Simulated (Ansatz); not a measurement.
**C2H5AlO: from a rough start to a minimum**

What shape does C2H5AlO take? The plan is to relax it, then compute its harmonic vibrations to see whether it is a minimum and to get the zero-point energy and entropy, and look at its orbitals and charge.

Computed with Ansatz 0.2.0, Gaussian basis. Level: RKS PBE0-D4/def2-TZVP.

Levels to be run: relaxation at PBE-D4/def2-SVP; relaxation at PBE0-D4/def2-TZVP; harmonic vibrations at the same level; a single point in def2-TZVPP for the fields.

## Step 1: Starting geometry

SMILES `[OH][Al]1[CH2][CH2]1`, 9 atoms, charge 0, spin multiplicity 1.

Atoms are counted from 1 here; the program's logs count them from 0.

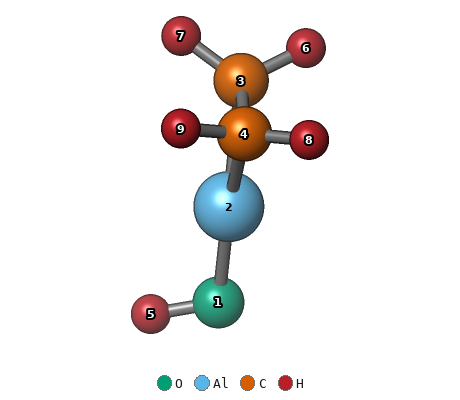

Start geometry, drawn with oxygen teal, aluminium blue, carbon orange, hydrogen red; atoms are numbered from 1 in the order of the file.

As a file:

```xyz
9
C2H5AlO
O    -0.5906    1.1020   -2.4332
Al   -0.1984    0.3255   -0.8655
C     0.8996   -0.1489    0.6816
C    -0.3615   -0.8147    0.7268
H    -1.0525    1.9960   -2.1892
H     1.7745   -0.8290    0.4930
H     1.0930    0.6433    1.4660
H    -0.3663   -1.9031    0.5434
H    -1.1093   -0.4173    1.5600
```

The start is a force-field geometry with small random shifts, so a cheaper pass at PBE-D4/def2-SVP comes first.

## Step 2: Relaxation at PBE-D4/def2-SVP (cheap first pass)

Contents of in.yaml:

```yaml
crystal:
  periodic: [false, false, false]
  atoms:
    - {symbol: O, position_ang: [-0.590600, 1.102000, -2.433200]}
    - {symbol: Al, position_ang: [-0.198400, 0.325500, -0.865500]}
    - {symbol: C, position_ang: [0.899600, -0.148900, 0.681600]}
    - {symbol: C, position_ang: [-0.361500, -0.814700, 0.726800]}
    - {symbol: H, position_ang: [-1.052500, 1.996000, -2.189200]}
    - {symbol: H, position_ang: [1.774500, -0.829000, 0.493000]}
    - {symbol: H, position_ang: [1.093000, 0.643300, 1.466000]}
    - {symbol: H, position_ang: [-0.366300, -1.903100, 0.543400]}
    - {symbol: H, position_ang: [-1.109300, -0.417300, 1.560000]}
basis:
  gaussian: {orbitals: def2-SVP}
hamiltonian: {xc: pbe, dispersion: d4}
relax: {f_tol: 0.03, max_steps: 200}
```

On the command line:

```sh
> ansatz run in.yaml --threads 2 --pin off --events-out ev --progress --plain --max-ram 4352MiB
```

What it wrote, cut to the lines that bear on the results:

```text
Functional definition: PBE
  name "PBE"
  cite "Perdew, Burke & Ernzerhof, Phys. Rev. Lett. 77, 3865 (1996) doi:10.1103/PhysRevLett.77.3865"
  parent pbe
[...]
942 factors; their error is unknown
[...]
mean field -10783.90256152 eV, -396.3011095442 hartree, gradient 4.1e-5 eV, S^2 0.000000; 1 other end points of the search recorded, 0 dependent functions left out
[...]
reference -10783.90259894 eV, -396.3011109193 hartree; 19, 19 occupied and 66, 66 virtual orbitals, 942 factors
relax step   1: F+E_penalty+E_count = -10784.03868520 eV  Δ(F+E_penalty+E_count) = +0.000e0 eV  max|allowed force component| = 5.651e0 eV/Å  Δτ_max = 0.0000 Å  (41 SCF iters, accepted)
[...]
relax step   5: F+E_penalty+E_count = -10784.87868275 eV  Δ(F+E_penalty+E_count) = -1.792e-2 eV  max|allowed force component| = 4.659e-1 eV/Å  Δτ_max = 0.0723 Å  (27 SCF iters, accepted)
[...]
relax step   9: F+E_penalty+E_count = -10784.94921493 eV  Δ(F+E_penalty+E_count) = -4.619e-2 eV  max|allowed force component| = 5.540e-1 eV/Å  Δτ_max = 0.1500 Å  (34 SCF iters, accepted)
[...]
relax step  13: F+E_penalty+E_count = -10785.00936792 eV  Δ(F+E_penalty+E_count) = -4.099e-3 eV  max|allowed force component| = 1.677e-1 eV/Å  Δτ_max = 0.1082 Å  (26 SCF iters, accepted)
[...]
relax step  15: F+E_penalty+E_count = -10785.01901298 eV  Δ(F+E_penalty+E_count) = -1.376e-3 eV  max|allowed force component| = 8.900e-2 eV/Å  Δτ_max = 0.0329 Å  (30 SCF iters, accepted)
[...]
relax step  16: F+E_penalty+E_count = -10785.01921565 eV  Δ(F+E_penalty+E_count) = -2.027e-4 eV  max|allowed force component| = 2.772e-2 eV/Å  Δτ_max = 0.0116 Å  (30 SCF iters, accepted)
942 factors; their error is unknown
mean field -10784.88160613 eV, -396.3370887700 hartree, gradient 3.0e-5 eV, S^2 0.000000; 1 other end points of the search recorded, 0 dependent functions left out
[...]
reference -10784.88164351 eV, -396.3370901435 hartree; 19, 19 occupied and 66, 66 virtual orbitals, 942 factors
Total energy: -10785.01925303 eV, -396.3421472001 hartree
Atom 0 at    -0.440453     1.488417    -2.124699 Å, force    -0.017870     0.001760    -0.007762 eV/Å
Atom 1 at    -0.105830     0.530082    -0.742500 Å, force     0.008113    -0.013929     0.014569 eV/Å
Atom 2 at     1.014793    -0.122342     0.659599 Å, force     0.004613     0.016726    -0.002099 eV/Å
Atom 3 at    -0.494075    -0.728384     0.651206 Å, force     0.016942     0.000876    -0.006186 eV/Å
Atom 4 at    -1.321846     1.469638    -2.533949 Å, force     0.010862     0.002651    -0.000420 eV/Å
Atom 5 at     1.817447    -0.870573     0.505957 Å, force    -0.027718    -0.000603     0.005764 eV/Å
Atom 6 at     1.253237     0.491252     1.551118 Å, force    -0.011457    -0.016859    -0.004689 eV/Å
Atom 7 at    -0.541357    -1.819928     0.465673 Å, force     0.002460     0.012175     0.004665 eV/Å
Atom 8 at    -1.093415    -0.484361     1.550494 Å, force     0.014054    -0.002798    -0.003843 eV/Å
Dipole moment:    -0.284879     0.014982    -0.159112 e Å
```

Wall time 10 s (2 threads of AMD EPYC 9R45, shared host).

Step by step: (the energy doesn't fall at every step)

```
step  energy from step 1 (eV)  largest force component (eV/Å)
   1                   0.0000                          5.6514
   2                  -0.6117                          2.3829
   3                  -0.7895                          0.5440
   4                  -0.8221                          0.4431
   5                  -0.8400                          0.4659
   6                  -0.7897                          1.9483
   7                  -0.8617                          0.2159
   8                  -0.8643                          1.0858
   9                  -0.9105                          0.5540
  10                  -0.7875                          1.2104
  11                  -0.9530                          0.6509
  12                  -0.9666                          0.2104
  13                  -0.9707                          0.1677
  14                  -0.9790                          0.1323
  15                  -0.9803                          0.0890
  16                  -0.9805                          0.0277
```

Distances of close pairs at the start and the end, largest changes first:

```
  bond  before (Å)  after (Å)  change (Å)
 C3–C4       1.427      1.626      +0.199
 C4–H9       1.188      1.108      -0.080
O1–Al2       1.793      1.715      -0.078
 O1–H5       1.035      0.972      -0.063
Al2–C4       1.965      1.918      -0.048
Al2–C3       1.956      1.910      -0.046
 C3–H7       1.131      1.108      -0.023
 C3–H6       1.124      1.108      -0.016
```

## Step 3: Geometry optimisation, PBE0-D4/def2-TZVP

Contents of in.yaml:

```yaml
crystal:
  periodic: [false, false, false]
  atoms:
    - {symbol: O, position_ang: [-0.440453, 1.488417, -2.124699]}
    - {symbol: Al, position_ang: [-0.105830, 0.530082, -0.742500]}
    - {symbol: C, position_ang: [1.014793, -0.122342, 0.659599]}
    - {symbol: C, position_ang: [-0.494075, -0.728384, 0.651206]}
    - {symbol: H, position_ang: [-1.321846, 1.469638, -2.533949]}
    - {symbol: H, position_ang: [1.817447, -0.870573, 0.505957]}
    - {symbol: H, position_ang: [1.253237, 0.491252, 1.551118]}
    - {symbol: H, position_ang: [-0.541357, -1.819928, 0.465673]}
    - {symbol: H, position_ang: [-1.093415, -0.484361, 1.550494]}
basis:
  gaussian: {orbitals: def2-TZVP}
hamiltonian: {xc: pbe0, dispersion: d4}
relax: {f_tol: 0.005, max_steps: 150}
```

The command is unchanged.

What it wrote, cut to the lines that bear on the results:

```text
Functional definition: PBE0
  name "PBE0"
  cite "Adamo & Barone, J. Chem. Phys. 110, 6158 (1999) doi:10.1063/1.478522"
  cite "Perdew, Burke & Ernzerhof, Phys. Rev. Lett. 77, 3865 (1996) doi:10.1103/PhysRevLett.77.3865"
  parent pbe
[...]
1010 factors; their error is unknown
[...]
mean field -10793.12211883 eV, -396.6399220262 hartree, gradient 4.9e-5 eV, S^2 0.000000; 0 other end points of the search recorded, 0 dependent functions left out
[...]
reference -10793.12215108 eV, -396.6399232113 hartree; 19, 19 occupied and 141, 141 virtual orbitals, 1010 factors
relax step   1: F+E_penalty+E_count = -10793.23752155 eV  Δ(F+E_penalty+E_count) = +0.000e0 eV  max|allowed force component| = 6.872e-1 eV/Å  Δτ_max = 0.0000 Å  (27 SCF iters, accepted)
[...]
Total energy: -10793.28797482 eV, -396.6460171214 hartree
Atom 0 at    -0.446362     1.463254    -2.087370 Å, force     0.001591     0.000590    -0.000435 eV/Å
Atom 1 at    -0.117510     0.519615    -0.728164 Å, force     0.000547     0.003697    -0.000677 eV/Å
Atom 2 at     1.005663    -0.111495     0.649505 Å, force    -0.002361    -0.002577     0.000576 eV/Å
Atom 3 at    -0.491950    -0.726277     0.645547 Å, force    -0.004652    -0.003511    -0.000927 eV/Å
Atom 4 at    -1.289957     1.472104    -2.536696 Å, force     0.000545    -0.000612     0.001300 eV/Å
Atom 5 at     1.785500    -0.854083     0.486949 Å, force     0.000669     0.000609    -0.000970 eV/Å
Atom 6 at     1.237699     0.471672     1.539505 Å, force     0.000932     0.002217    -0.001539 eV/Å
Atom 7 at    -0.523985    -1.802259     0.479122 Å, force     0.001758    -0.000382     0.002412 eV/Å
Atom 8 at    -1.070598    -0.478730     1.534501 Å, force     0.000971    -0.000031     0.000259 eV/Å
Dipole moment:    -0.280676     0.023346    -0.175344 e Å
```

Run time: 12 s. Hardware: 2 threads of AMD EPYC 9R45, shared host.

Relaxation path:

```
step  energy from step 1 (eV)  largest force component (eV/Å)
   1                   0.0000                          0.6872
   2                  -0.0413                          0.2470
   3                  -0.0484                          0.0822
   4                  -0.0494                          0.1639
   5                  -0.0503                          0.0452
   6                  -0.0500                          0.0285
   7                  -0.0504                          0.0124
   8                  -0.0504                          0.0047
```

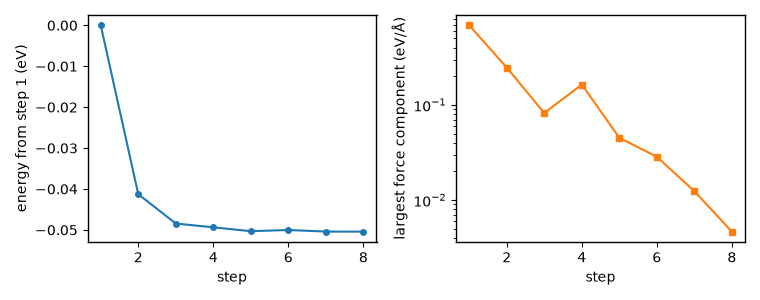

Energy and force, step by step.

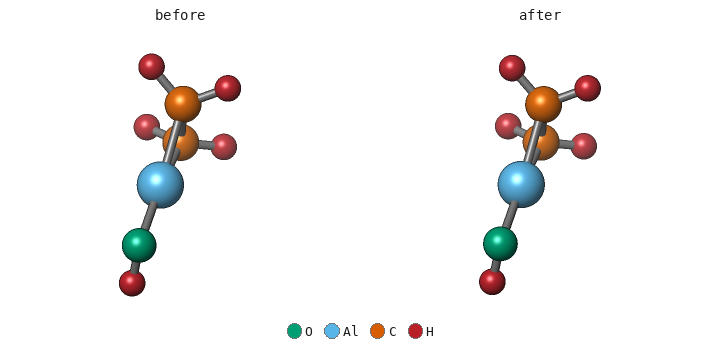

Before and after, at one scale.

Distances of close pairs at the start and the end, largest changes first:

```
  bond  before (Å)  after (Å)  change (Å)
O1–Al2       1.715      1.687      -0.028
Al2–C4       1.918      1.892      -0.026
Al2–C3       1.910      1.886      -0.024
 C3–H7       1.108      1.089      -0.019
 C3–H6       1.108      1.089      -0.019
 C4–H8       1.108      1.089      -0.019
 C4–H9       1.108      1.089      -0.019
 O1–H5       0.972      0.956      -0.016
```

Mulliken charges of the relaxed molecule (report file):

```
atom  value (e)
  O1      -0.52
 Al2       0.51
  C3      -0.40
  C4      -0.42
  H5       0.32
  H6       0.13
  H7       0.13
  H8       0.13
  H9       0.13
```

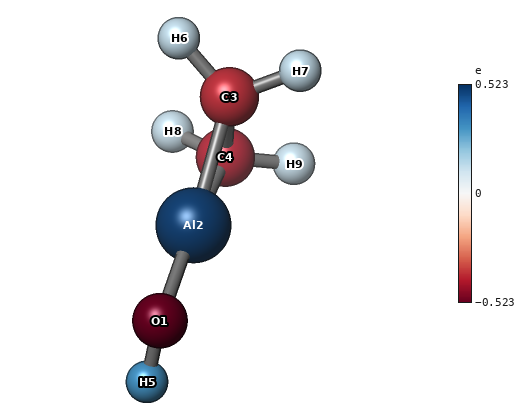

Mulliken charges of the relaxed molecule (report file), as colours on the atoms.

## Step 4: Vibrations by finite differences

Contents of in.yaml:

```yaml
crystal:
  periodic: [false, false, false]
  atoms:
    - {symbol: O, position_ang: [-0.446362, 1.463254, -2.087370]}
    - {symbol: Al, position_ang: [-0.117510, 0.519615, -0.728164]}
    - {symbol: C, position_ang: [1.005663, -0.111495, 0.649505]}
    - {symbol: C, position_ang: [-0.491950, -0.726277, 0.645547]}
    - {symbol: H, position_ang: [-1.289957, 1.472104, -2.536696]}
    - {symbol: H, position_ang: [1.785500, -0.854083, 0.486949]}
    - {symbol: H, position_ang: [1.237699, 0.471672, 1.539505]}
    - {symbol: H, position_ang: [-0.523985, -1.802259, 0.479122]}
    - {symbol: H, position_ang: [-1.070598, -0.478730, 1.534501]}
basis:
  gaussian: {orbitals: def2-TZVP}
hamiltonian: {xc: pbe0, dispersion: d4}
phonons: {temperatures: {t_min: 298.15, t_max: 900, t_step: 200}}
```

The command is unchanged.

What it wrote, cut to the lines that bear on the results:

```text
Functional definition: PBE0
  name "PBE0"
  cite "Adamo & Barone, J. Chem. Phys. 110, 6158 (1999) doi:10.1063/1.478522"
  cite "Perdew, Burke & Ernzerhof, Phys. Rev. Lett. 77, 3865 (1996) doi:10.1103/PhysRevLett.77.3865"
  parent pbe
[...]
1010 factors; their error is unknown
[...]
mean field -10793.17165378 eV, -396.6417424019 hartree, gradient 4.0e-5 eV, S^2 0.000000; 0 other end points of the search recorded, 0 dependent functions left out
[...]
reference -10793.17168574 eV, -396.6417435764 hartree; 19, 19 occupied and 141, 141 virtual orbitals, 1010 factors
[...]
1010 factors; their error is unknown
mean field -10793.17151309 eV, -396.6417372316 hartree, gradient 2.5e-6 eV, S^2 0.000000; 0 other end points of the search recorded, 0 dependent functions left out
[...]
reference -10793.17154506 eV, -396.6417384065 hartree; 19, 19 occupied and 141, 141 virtual orbitals, 1010 factors
[...]
Atom 1 at    -0.117510     0.519615    -0.728164 Å, force     0.000546     0.003693    -0.000668 eV/Å
Atom 2 at     1.005663    -0.111495     0.649505 Å, force    -0.002354    -0.002577     0.000577 eV/Å
Atom 3 at    -0.491950    -0.726277     0.645547 Å, force    -0.004646    -0.003488    -0.000929 eV/Å
Atom 4 at    -1.289957     1.472104    -2.536696 Å, force     0.000546    -0.000611     0.001300 eV/Å
Atom 5 at     1.785500    -0.854083     0.486949 Å, force     0.000665     0.000610    -0.000969 eV/Å
Atom 6 at     1.237699     0.471672     1.539505 Å, force     0.000931     0.002217    -0.001541 eV/Å
Atom 7 at    -0.523985    -1.802259     0.479122 Å, force     0.001756    -0.000402     0.002410 eV/Å
Atom 8 at    -1.070598    -0.478730     1.534501 Å, force     0.000968    -0.000032     0.000258 eV/Å
Dipole moment:    -0.280676     0.023345    -0.175343 e Å
Vibrations: 162.14 199.15 221.34 352.82 541.55 610.80 623.26 677.53 818.17 839.92 959.40 995.15 1011.71 1172.47 1399.43 1413.21 3093.05 3100.61 3152.27 3171.68 3958.35 cm⁻¹, zero-point energy 1.765163 eV
```

It took 52 s on 2 threads of AMD EPYC 9R45, shared host.

Motions are named by where the mode's potential energy lies. Wavenumbers, unscaled:

```
mode  cm⁻¹                  motion
   1   162                 torsion
   2   199                    bend
   3   221                    bend
   4   353                 torsion
   5   542  Al–C stretch with bend
   6   611                    bend
   7   623                    bend
   8   678  bend with Al–C stretch
   9   818    C–C and Al–O stretch
  10   840                    bend
  11   959                    bend
  12   995   Al–O and Al–C stretch
  13  1012                    bend
  14  1172                    bend
  15  1399                    bend
  16  1413                    bend
  17  3093             C–H stretch
  18  3101             C–H stretch
  19  3152             C–H stretch
  20  3172             C–H stretch
  21  3958             O–H stretch
```

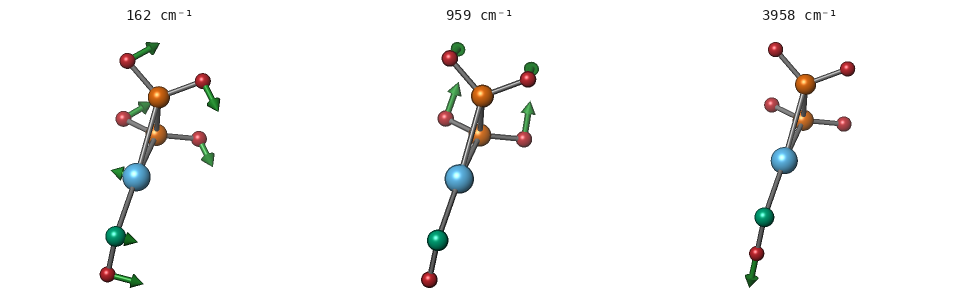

Displacements of 3 modes, as arrows.

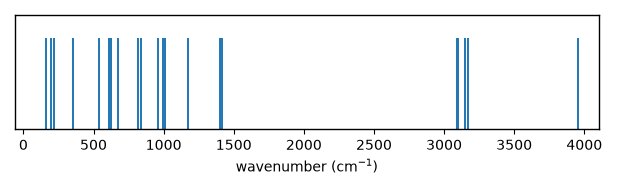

The harmonic wavenumbers as sticks (no intensities were computed).

Ideal gas, rigid rotor and harmonic oscillator at 298.15 K and 1 bar, with symmetry number 1:

```
                term            value
   zero-point energy     170.3 kJ/mol
          H(298) − E     188.1 kJ/mol
entropy, translation  162.2 J/(mol K)
   entropy, rotation  103.5 J/(mol K)
  entropy, vibration   42.9 J/(mol K)
      entropy, total  308.6 J/(mol K)
```

## Step 5: Orbitals, density and potential

Edit in.yaml of step 4 so:

```diff
@@ -13,4 +13,4 @@
 basis:
-  gaussian: {orbitals: def2-TZVP}
+  gaussian: {orbitals: def2-TZVPP}
 hamiltonian: {xc: pbe0, dispersion: d4}
-phonons: {temperatures: {t_min: 298.15, t_max: 900, t_step: 200}}
+output: {orbitals: {seedname: orbitals}}
```

Same command.

What it wrote:

```text
Functional definition: PBE0
  name "PBE0"
  cite "Adamo & Barone, J. Chem. Phys. 110, 6158 (1999) doi:10.1063/1.478522"
  cite "Perdew, Burke & Ernzerhof, Phys. Rev. Lett. 77, 3865 (1996) doi:10.1103/PhysRevLett.77.3865"
  parent pbe
  parameter a = 0.25
  parameter kappa = 0.804
  parameter beta = 0.06672455060314922
  exchange = (1 - a)*pbe_x(kappa = kappa, mu = beta*pi^2/3) + a*exact_x
  correlation = pbe_c(beta = beta)
1106 factors; their error is unknown
mean field evaluation 1: about -10778.5680 eV, gradient 8.4e1 eV
mean field evaluation 2: about -10756.8898 eV, gradient 1.2e2 eV
mean field evaluation 4: about -10793.2302 eV, gradient 3.4e0 eV
mean field evaluation 8: about -10793.2537 eV, gradient 3.1e-1 eV
mean field evaluation 16: about -10793.2624 eV, gradient 1.1e-4 eV
mean field -10793.26243842 eV, -396.6450786760 hartree, gradient 1.9e-5 eV, S^2 0.000000; 0 other end points of the search recorded, 0 dependent functions left out
reference -10793.26247142 eV, -396.6450798885 hartree; 19, 19 occupied and 186, 186 virtual orbitals, 1106 factors
Total energy: -10793.37876052 eV, -396.6493534340 hartree
```

Wall time 1.3 s (2 threads of AMD EPYC 9R45, shared host).

Orbitals, density, ELF and potential are computed afterwards from the orbital file.

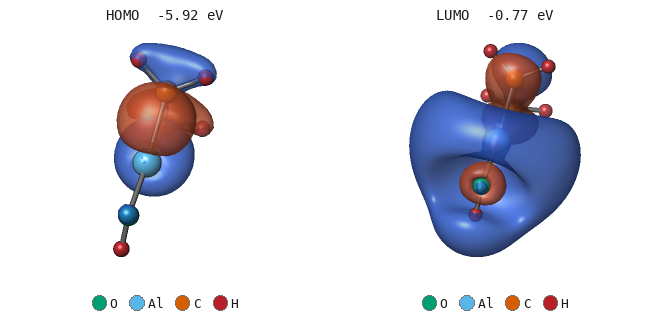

PBE0-D4/def2-TZVPP orbitals near the gap, drawn at the value that encloses 70 % of each; the two colours are the two signs.

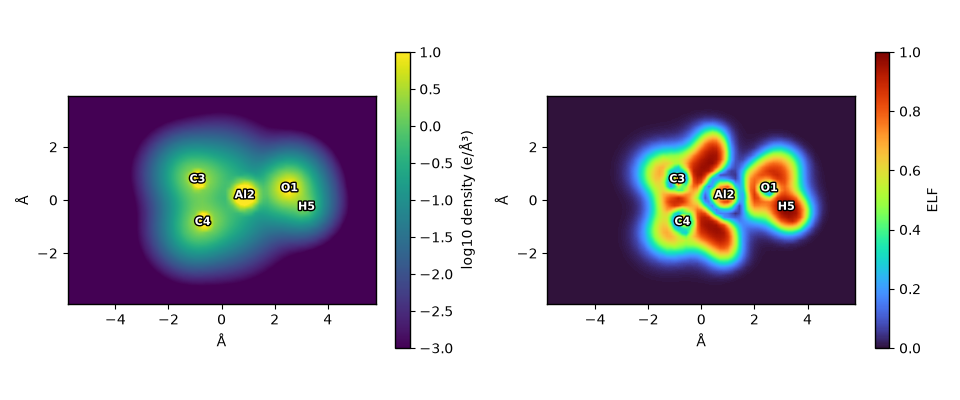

Density (left) and ELF (right) in a plane through or near 5 of the atoms.

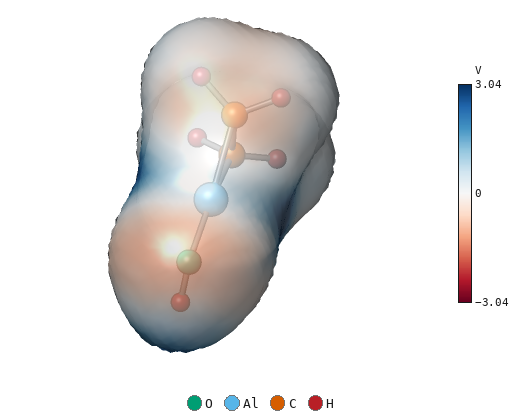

Electrostatic potential on the surface of density 0.002 e/bohr³; red is low, blue high. It runs, from the 1st to the 99th percentile, from -1.14 V near O1 to 3.04 V near Al2.

## Step 6: What came out

```
                  quantity            value
               point group               Cs
                     steps           16 + 8
shift from the start (rms)          0.322 Å
              total energy   -10793.2880 eV
           dispersion term         -116 meV
             dipole moment           1.59 D
lowest, highest wavenumber   162, 3958 cm⁻¹
         zero-point energy     170.3 kJ/mol
       entropy at 298.15 K  308.6 J/(mol K)
                HOMO, LUMO  -5.92, -0.77 eV
```

**Reading.** The relaxed geometry lies 0.32 Å (rms) from the start; the bond that changed most is C3–C4, from 1.427 to 1.619 Å. All wavenumbers are real, so the end point is a minimum. The stiffest mode, 3958 cm⁻¹, is an O–H stretch, and 2 modes under 200 cm⁻¹ make the vibrational entropy uncertain. Harmonic hybrid wavenumbers usually lie a few per cent above measured fundamentals. The largest Mulliken charge, -0.52 e, sits on O1. The HOMO lies mostly on C3, C4 about 27 % each; Al2 21 % and the LUMO on Al2 38 %; H5 17 %.
